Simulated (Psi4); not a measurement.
# A workflow on Si2H4F2 (SMILES F[SiH](F)[SiH3]), part 2 of 2

Psi4 1.11. Earlier steps stand in the parts before.

### Step 5. The doublet anion: the energy at U-wB97X-D/def2-SVPD (density fitting) (run 4)

The input, f2h4si2.xyz:

```xyz
8
F2H4Si2
F      0.967153    -1.056918     1.758844
Si     1.063260    -0.304605     0.312150
F      1.628106    -1.410344    -0.749183
Si    -1.080673     0.376615    -0.348848
H      2.103812     0.744078     0.438592
H     -1.602080     1.355359     0.644871
H     -0.988033     1.027059    -1.685121
H     -1.975243    -0.809421    -0.417490
```

The input, f2h4si2.py:

```python
import psi4

psi4.set_memory(1600000000)
psi4.set_num_threads(1)
psi4.set_output_file('f2h4si2.out', False)

with open('f2h4si2.xyz') as f:
    atoms = ''.join(f.readlines()[2:])
m = psi4.geometry('-1 2\n' + atoms + 'symmetry c1')

psi4.set_options(dict(basis='def2-SVPD', reference='uks'))

e_tot = psi4.energy('wb97x-d')
print('E =', round(e_tot, 9))
```

Started as:

```sh
python f2h4si2.py
```

f2h4si2.out:

```text
[...]
  Running in c1 symmetry.
[...]
  Nuclear repulsion =  224.395812520086110
[...]
  Multiplicity = 2
[...]
  Nalpha       = 26
  Nbeta        = 25
[...]
    Number of basis functions: 126
[...]
   @DF-UKS iter   1:  -780.61474573645785   -6.05352e-01   4.53603e-03 ADIIS/DIIS
[...]
   @DF-UKS iter  10:  -780.75085638081180   -4.14393e-07   6.85869e-07 DIIS
[...]
   @S^2 Observed:                7.522387278E-01
[...]
    Orbital Energies [Eh]
    ---------------------
    Alpha Occupied:
       1A    -66.143153     2A    -66.085150     3A    -24.622714
       4A    -24.622687     5A     -5.259885     6A     -5.214892
       7A     -3.610085     8A     -3.609414     9A     -3.606510
      10A     -3.563507    11A     -3.562466    12A     -3.562176
      13A     -1.087601    14A     -1.070586    15A     -0.485156
      16A     -0.443080    17A     -0.393562    18A     -0.371115
      19A     -0.358556    20A     -0.332428    21A     -0.320760
      22A     -0.291546    23A     -0.264779    24A     -0.261110
      25A     -0.183450    26A      0.057104
    Alpha Virtual:
[...]
  @DF-UKS Final Energy:  -780.75085638081180
   => Energetics <=
    Nuclear Repulsion Energy =            224.3958125200861105
    One-Electron Energy =               -1540.1044020730168995
    Two-Electron Energy =                 581.1818219493236484
    DFT Exchange-Correlation Energy =     -46.2213939415131847
    Empirical Dispersion Energy =          -0.0026948356914496
    VV10 Nonlocal Energy =                  0.0000000000000000
    Total Energy =                       -780.7508563808117970
[...]
 Multipole Moments:
 ------------------------------------------------------------------------------------
     Multipole            Electronic (a.u.)      Nuclear  (a.u.)        Total (a.u.)
 ------------------------------------------------------------------------------------
 L = 1.  Multiply by 2.5417464519 to convert [e a0] to [Debye]
 Dipole X            :          5.8611917           -5.6580047            0.2031870
 Dipole Y            :         -5.7088736            5.3287990           -0.3800746
 Dipole Z            :          2.3491328           -2.2420091            0.1071237
 Magnitude           :                                                    0.4440914
[...]
```

On the terminal:

```text
E = -780.750856381
```

Wall time 20 s (1 thread of AMD EPYC 7R43 (Zen 3), shared host); peak memory 0.92 GiB.

### Step 6. The doublet anion: a geometry optimisation at U-wB97X-D/def2-SVPD (density fitting) (run 5)

The input, calc.py:

```python
import psi4

psi4.set_memory(1600000000)
psi4.set_num_threads(1)
psi4.set_output_file('run.log', False)

mol = psi4.geometry("""
-1 2
F
Si 1 1.633443
F 2 1.633443 1 106.50126
Si 2 2.344659 1 109.25054 3 117.88387
H 2 1.482725 1 106.94833 3 -114.08617
H 4 1.489054 2 108.84544 5 -59.63503
H 4 1.489055 6 109.48411 2 -118.86873
H 4 1.487161 6 110.14352 7 -121.25643
symmetry c1
""")

psi4.set_options({
    'basis': 'def2-SVPD',
    'reference': 'uks',
    'geom_maxiter': 50,
})

e, wfn = psi4.optimize("wb97x-d", molecule=mol, return_wfn=True)
print(f'total energy {e:.8f} hartree = {e * 27.211386:.5f} eV')
print(mol.to_string(dtype='xyz', units='Angstrom'))
for k, v in sorted(psi4.core.scalar_variables().items()):
    print(f'{k:45s} {v:18.10f}')
```

Started as:

```sh
python calc.py
```

run.log:

```text
[...]
  Running in c1 symmetry.
[...]
  Nuclear repulsion =  224.395830605882935
[...]
  Multiplicity = 2
[...]
  Nalpha       = 26
  Nbeta        = 25
[...]
    Number of basis functions: 126
[...]
 Multipole Moments:
 ------------------------------------------------------------------------------------
     Multipole            Electronic (a.u.)      Nuclear  (a.u.)        Total (a.u.)
 ------------------------------------------------------------------------------------
 L = 1.  Multiply by 2.5417464519 to convert [e a0] to [Debye]
 Dipole X            :         -4.2759479            4.1078143           -0.1681335
 Dipole Y            :         -5.7708301            5.6947158           -0.0761143
 Dipole Z            :         -5.7295062            5.6539078           -0.0755984
 Magnitude           :                                                    0.1994427
[...]
  -Total Gradient:
     Atom            X                  Y                   Z
    ------   -----------------  -----------------  -----------------
       1       -0.000125814788    -0.000015181288     0.000004155994
       2       -0.000044648517     0.000083779470    -0.000075676550
       3       -0.000084229055     0.000074556711     0.000055086528
       4       -0.000055213217    -0.000026705368     0.000036478501
       5       -0.000061451906     0.000031819771     0.000054180274
       6       -0.000073412692    -0.000039898517    -0.000016947998
       7        0.000038138352    -0.000006817247     0.000022713914
       8       -0.000049096197    -0.000025166439    -0.000003147894
[...]
    Final optimized geometry and variables:
    Molecular point group: c1
    Full point group: C1
    Geometry (in Angstrom), charge = -1, multiplicity = 2:
    F
    SI            1    1.704519
    F             2    1.704572      1   90.378781
    SI            2    2.267657      1  116.810564      3  120.622221
    H             2    1.492931      1  106.580301      3 -107.454409
    H             4    1.530849      2  119.827354      5  -60.719603
    H             4    1.530706      6   98.240349      2 -131.411577
    H             4    1.506198      6  104.612848      7 -107.552469
```

The script printed:

```text
Optimizer: Optimization complete!
total energy -780.77755653 hartree = -21246.03947 eV
8
-1 2 F2H4Si2
F                    -0.553529219414    -0.008628846471    -1.712681517294
Si                   -0.553529219414    -0.008628846471    -0.008162317437
F                    -0.553529219414    -1.713163796502     0.003106481461
Si                    1.188117921661     1.022290299913     1.014646314131
H                    -1.918502624572     0.420551816100     0.417858724049
H                     1.356875364339     2.538465090547     0.887235954975
H                     1.353144783750     0.909941561248     2.532277949216
H                     2.461528330873     0.449428792485     0.449945899943

CURRENT ENERGY                                   -780.7775565290
CURRENT REFERENCE ENERGY                         -780.7775565290
DD SOLVATION ENERGY                                 0.0000000000
DFT FUNCTIONAL TOTAL ENERGY                      -780.7749340746
DFT TOTAL ENERGY                                 -780.7775565290
DFT VV10 ENERGY                                     0.0000000000
DFT XC ENERGY                                     -46.1921056394
DISPERSION CORRECTION ENERGY                       -0.0026224544
GRID ELECTRONS ALPHA                               25.9999781721
GRID ELECTRONS BETA                                24.9999763129
GRID ELECTRONS TOTAL                               50.9999544851
NUCLEAR REPULSION ENERGY                          221.3426529279
ONE-ELECTRON ENERGY                             -1534.2251538744
OPTIMIZATION ITERATIONS                             7.0000000000
PCM POLARIZATION ENERGY                             0.0000000000
PE ENERGY                                           0.0000000000
SCF ITERATION ENERGY                             -780.7775565290
SCF ITERATIONS                                     11.0000000000
SCF TOTAL ENERGY                                 -780.7775565290
TWO-ELECTRON ENERGY                               578.2996725112
WB97X-D DISPERSION CORRECTION ENERGY               -0.0026224544
XC GRID RADIAL POINTS                              75.0000000000
XC GRID SPHERICAL POINTS                          302.0000000000
XC GRID TOTAL POINTS                           174189.0000000000
```

Wall time 3.5 min (1 thread of AMD EPYC 7R43 (Zen 3), shared host); peak memory 0.99 GiB.

Steps, from the record of the run:

```csv
step,energy from the first frame kept (eV),largest force (eV/Å)
0,0.0000,3.9773
1,-0.6249,1.8174
2,-0.7234,0.2550
3,-0.7262,0.1151
4,-0.7265,0.0372
5,-0.7265,0.0099
6,-0.7265,0.0065
```

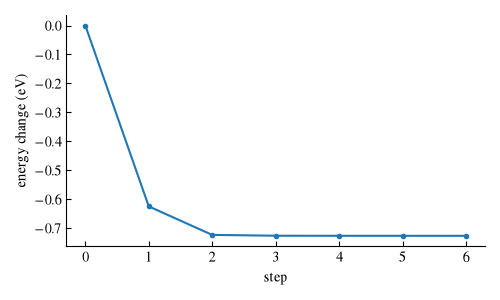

Energy along the run.

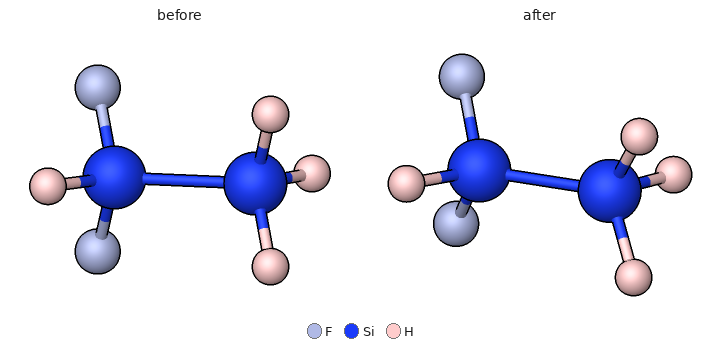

Before and after, at one scale.

After the run. Bond lengths: F1–Si2 1.705 Å, Si2–F3 1.705 Å, Si2–Si4 2.268 Å, Si2–H5 1.493 Å, Si4–H6 1.531 Å, Si4–H7 1.531 Å, Si4–H8 1.506 Å. Some angles: F1–Si2–F3 90.4°, F1–Si2–Si4 116.8°, F3–Si2–Si4 116.8°, F1–Si2–H5 106.6°, F3–Si2–H5 106.6°, Si4–Si2–H5 116.3°, Si2–Si4–H6 119.8°, Si2–Si4–H7 119.8°, Si2–Si4–H8 107.9°, H6–Si4–H7 98.2°.

### Step 7. What came out

This closing draws on all 2 parts.

```
                                                               quantity          value
                      run 1, wB97X-D/def2-SVPD: total energy at the end  -780.80219 Eh
                                run 1, wB97X-D/def2-SVPD: dipole moment         2.23 D
                                  run 1, wB97X-D/def2-SVPD: HOMO energy      -10.62 eV
                                  run 1, wB97X-D/def2-SVPD: LUMO energy        1.21 eV
                                run 1, wB97X-D/def2-SVPD: HOMO–LUMO gap       11.84 eV
                            run 1, wB97X-D/def2-SVPD: dispersion energy   -7.08 kJ/mol
                                    doublet cation, run 2: total energy  -780.39569 Eh
              doublet cation, run 2: HOMO energy (highest over α and β)      -17.98 eV
               doublet cation, run 2: LUMO energy (lowest over α and β)      -11.48 eV
                               doublet cation, run 2: dispersion energy   -7.08 kJ/mol
                                            doublet cation, run 2: ⟨S²⟩          0.755
                         doublet cation, run 3: total energy at the end  -780.42952 Eh
              doublet cation, run 3: HOMO energy (highest over α and β)      -16.05 eV
               doublet cation, run 3: LUMO energy (lowest over α and β)       -9.25 eV
                               doublet cation, run 3: dispersion energy   -7.40 kJ/mol
                                            doublet cation, run 3: ⟨S²⟩          0.752
                                     doublet anion, run 4: total energy  -780.75086 Eh
               doublet anion, run 4: HOMO energy (highest over α and β)        1.55 eV
                doublet anion, run 4: LUMO energy (lowest over α and β)        5.74 eV
                                doublet anion, run 4: dispersion energy   -7.08 kJ/mol
                                             doublet anion, run 4: ⟨S²⟩          0.752
                          doublet anion, run 5: total energy at the end  -780.77756 Eh
               doublet anion, run 5: HOMO energy (highest over α and β)        0.21 eV
                doublet anion, run 5: LUMO energy (lowest over α and β)        5.64 eV
                                doublet anion, run 5: dispersion energy   -6.89 kJ/mol
 adiabatic electron affinity (to the doublet anion, no zero-point term)      -0.670 eV
adiabatic ionisation energy (to the doublet cation, no zero-point term)      10.141 eV
```

The adiabatic electron affinity (to the doublet anion, no zero-point term) is −0.67 eV (−64.7 kJ/mol). A negative value puts this state of the anion above the relaxed parent: the electron is not bound at this level, and such a value depends on the basis. The adiabatic ionisation energy (to the doublet cation, no zero-point term) is 10.14 eV (234 kcal/mol). The optimisation (run 1, wB97X-D/def2-SVPD) took 6 steps and changed the energy by -0.054 eV. The optimisation (doublet cation, run 3) took 10 steps and changed the energy by -0.921 eV. The HOMO (doublet anion, run 4) lies at positive energy, 1.55 eV; only total energies tell whether the electron is bound.
